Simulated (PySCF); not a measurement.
**Geometry relaxation of SiNH8O (charge +1)**

SiNH8O, charge +1, computed with PBE0-D3(BJ)/def2-SVPD geometry optimisation, gas phase (PySCF 2.14.0).

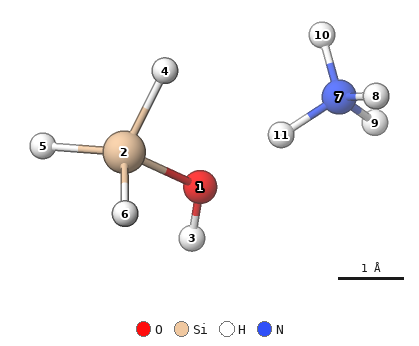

The starting structure (ball-and-stick view, seen at a tilt; atoms are numbered from 1 in the order of the input).

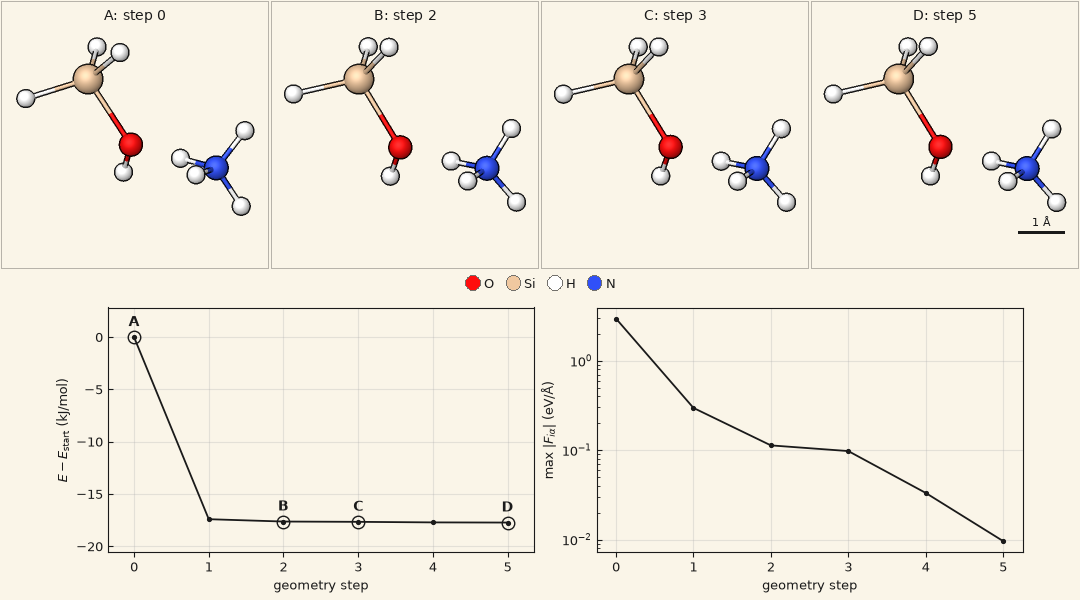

Frames of the relaxation (ball-and-stick view, seen at a tilt) above the curves, on which the letters mark them (steps are counted from 0).

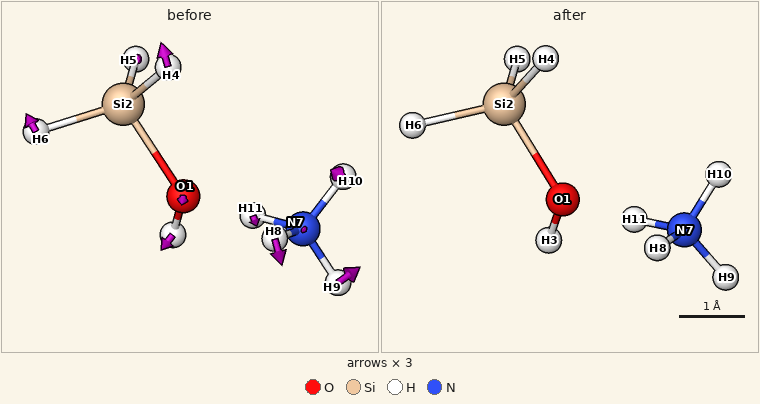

Before (left) and after (right) the relaxation, at one scale (ball-and-stick view, seen at a tilt). The pink arrows give the displacements, magnified 3 times. The largest move after the best rigid fit is that of H9, 0.16 Å. By element the largest moves are H 0.16 Å, O 0.06 Å, N 0.03 Å, Si 0.02 Å. Among the contacts that change: O1–H3 0.912 → 0.964 Å, Si2–H4 1.439 → 1.487 Å, Si2–H6 1.443 → 1.483 Å, O1–Si2 1.706 → 1.734 Å. Among the angles that change: O1–Si2–H4 96.0° → 101.1°, H4–Si2–H6 115.2° → 112.5°, O1–Si2–H6 105.9° → 108.5°. After 5 geometry steps the energy has fallen by 17.7 kJ/mol. The largest force component goes from 3 to 0.0096 eV/Å. (Atoms are counted from 1 in the order of the input.)

The input and output of the run follow.

## The input
```
{"job": {"xc": "PBE0", "basis": "def2-SVPD", "d3": "d3bj", "grid": 2, "kind": "geom", "shake": 0.01}, "charge": 1, "multiplicity": 1, "parts": [{"atoms": "0-5", "charge": 0, "multiplicity": 1}, {"atoms": "6-10", "charge": 1, "multiplicity": 1}]}
O      0.638405     0.590265     0.481136
Si    -0.619480    -0.008160    -0.503262
H      1.463088     0.205887     0.424572
H     -1.602032     0.961021    -0.095823
H     -0.170958     0.119217    -1.887296
H     -0.865087    -1.357896    -0.054347
N      0.245329     2.564469     2.140491
H     -0.385586     2.254393     2.869970
H      1.114137     2.880577     2.578487
H     -0.194480     3.341262     1.641035
H      0.410009     1.735575     1.449283
```

The first line tells a small driver script what to run in PySCF; the rest is the geometry in Å.

Launch command:
```bash
OMP_NUM_THREADS=1 python <driver script> task.json out
```

## The program's output
```
step   0  E = -423.62395903  max force = 0.057546
step   1  E = -423.63058470  max force = 0.005769
step   2  E = -423.63067034  max force = 0.002198
step   3  E = -423.63068111  max force = 0.001898
step   4  E = -423.63070119  max force = 0.000646
step   5  E = -423.63070714  max force = 0.000187
optimisation converged
```

## Trajectory as extended XYZ (Å, eV, eV/Å), 6 frames, from step=0 to step=5
```
11
Properties=species:S:1:pos:R:3:forces:R:3 step=0 energy=-11527.39508
O     0.6384    0.5903    0.4811   -2.1622   1.6196   0.6689
Si   -0.6195   -0.0082   -0.5033    0.4682   0.0583  -0.1582
H     1.4631    0.2059    0.4246    2.9591  -1.3698  -0.1797
H    -1.6020    0.9610   -0.0958   -0.9694   0.5023   0.0539
H    -0.1710    0.1192   -1.8873   -0.0284  -0.0380  -0.4850
H    -0.8651   -1.3579   -0.0544   -0.3215  -0.7874   0.0858
N     0.2453    2.5645    2.1405   -0.0005  -0.0222  -0.3034
H    -0.3856    2.2544    2.8700   -0.2912  -0.0891   0.3594
H     1.1141    2.8806    2.5785    0.0191  -0.0102  -0.1219
H    -0.1945    3.3413    1.6410    0.0718   0.0649   0.0352
H     0.4100    1.7356    1.4493    0.2549   0.0716   0.0450
11
Properties=species:S:1:pos:R:3:forces:R:3 step=1 energy=-11527.57537
O     0.6714    0.5781    0.5383   -0.2967   0.0454  -0.0728
Si   -0.6186   -0.0284   -0.4648    0.2192   0.0031   0.0229
H     1.5296    0.1531    0.4666    0.1287  -0.1042  -0.0365
H    -1.7174    0.9052   -0.1208   -0.0453   0.0709   0.0351
H    -0.1965    0.0852   -1.8823    0.0016   0.0020   0.0119
H    -0.9161   -1.4202   -0.0580    0.0045  -0.0459   0.0185
N     0.2501    2.5994    2.1201    0.0799  -0.0141   0.0452
H    -0.2593    2.2865    2.9505    0.0209  -0.0105  -0.0113
H     1.1190    3.0507    2.4165   -0.0184   0.0241   0.0215
H    -0.3227    3.2858    1.6240   -0.0021   0.0036  -0.0339
H     0.4782    1.7511    1.4721   -0.0924   0.0258  -0.0007
11
Properties=species:S:1:pos:R:3:forces:R:3 step=2 energy=-11527.57770
O     0.6683    0.5725    0.5313   -0.1130   0.0420  -0.0114
Si   -0.6147   -0.0347   -0.4702    0.0755   0.0150   0.0436
H     1.5259    0.1412    0.4575    0.0291  -0.0201   0.0021
H    -1.7119    0.9062   -0.1203   -0.0075  -0.0012  -0.0054
H    -0.1912    0.0805   -1.8862   -0.0078  -0.0057  -0.0084
H    -0.9092   -1.4284   -0.0589   -0.0035  -0.0069  -0.0084
N     0.2497    2.6056    2.1253    0.0219  -0.0716  -0.0546
H    -0.2565    2.2923    2.9569   -0.0010  -0.0037   0.0070
H     1.1220    3.0524    2.4188    0.0003  -0.0045  -0.0035
H    -0.3218    3.2952    1.6314   -0.0047   0.0094  -0.0035
H     0.4594    1.7576    1.4722    0.0107   0.0472   0.0425
11
Properties=species:S:1:pos:R:3:forces:R:3 step=3 energy=-11527.57799
O     0.6528    0.5839    0.5350    0.0976  -0.0512  -0.0169
Si   -0.6147   -0.0357   -0.4717   -0.0721   0.0174   0.0145
H     1.5130    0.1529    0.4671   -0.0335   0.0171   0.0119
H    -1.7184    0.9025   -0.1273    0.0050  -0.0335  -0.0248
H    -0.1875    0.0785   -1.8867    0.0032  -0.0057  -0.0047
H    -0.9040   -1.4312   -0.0589    0.0069   0.0130  -0.0121
N     0.2547    2.6029    2.1244   -0.0112   0.0488   0.0250
H    -0.2511    2.2888    2.9561   -0.0023   0.0043   0.0035
H     1.1261    3.0506    2.4183    0.0014  -0.0021  -0.0029
H    -0.3175    3.2926    1.6304    0.0057  -0.0046   0.0132
H     0.4623    1.7569    1.4718   -0.0007  -0.0034  -0.0068
11
Properties=species:S:1:pos:R:3:forces:R:3 step=4 energy=-11527.57854
O     0.6550    0.5791    0.5320    0.0332   0.0030   0.0065
Si   -0.6157   -0.0379   -0.4738   -0.0178   0.0078   0.0071
H     1.5144    0.1475    0.4653   -0.0199   0.0025   0.0030
H    -1.7212    0.8974   -0.1325    0.0002  -0.0124  -0.0099
H    -0.1887    0.0753   -1.8891    0.0018  -0.0032  -0.0036
H    -0.9049   -1.4330   -0.0624    0.0026  -0.0014  -0.0053
N     0.2548    2.6068    2.1275    0.0045  -0.0066  -0.0087
H    -0.2508    2.2922    2.9592    0.0008   0.0008   0.0025
H     1.1267    3.0539    2.4207    0.0052   0.0024   0.0015
H    -0.3176    3.2965    1.6341    0.0018   0.0004   0.0043
H     0.4633    1.7611    1.4747   -0.0123   0.0067   0.0025
11
Properties=species:S:1:pos:R:3:forces:R:3 step=5 energy=-11527.57870
O     0.6538    0.5801    0.5323   -0.0032   0.0096   0.0012
Si   -0.6156   -0.0388   -0.4747   -0.0029  -0.0068  -0.0089
H     1.5122    0.1468    0.4678   -0.0066  -0.0011   0.0032
H    -1.7255    0.8922   -0.1388    0.0000   0.0001   0.0006
H    -0.1868    0.0728   -1.8899    0.0030   0.0000   0.0005
H    -0.9025   -1.4345   -0.0643    0.0028  -0.0042   0.0002
N     0.2556    2.6083    2.1286   -0.0057  -0.0011  -0.0028
H    -0.2485    2.2942    2.9615    0.0024   0.0018   0.0018
H     1.1297    3.0528    2.4197    0.0027  -0.0030  -0.0025
H    -0.3165    3.3001    1.6380   -0.0001   0.0055   0.0037
H     0.4588    1.7632    1.4743    0.0077  -0.0008   0.0030
```

## Results in brief

```tsv
quantity	value
outcome	converged
total energy	−423.630707 hartree
point group	C1
hardware	1 CPU thread, shared host
wall time	30 s
peak memory	0.58 GiB
```
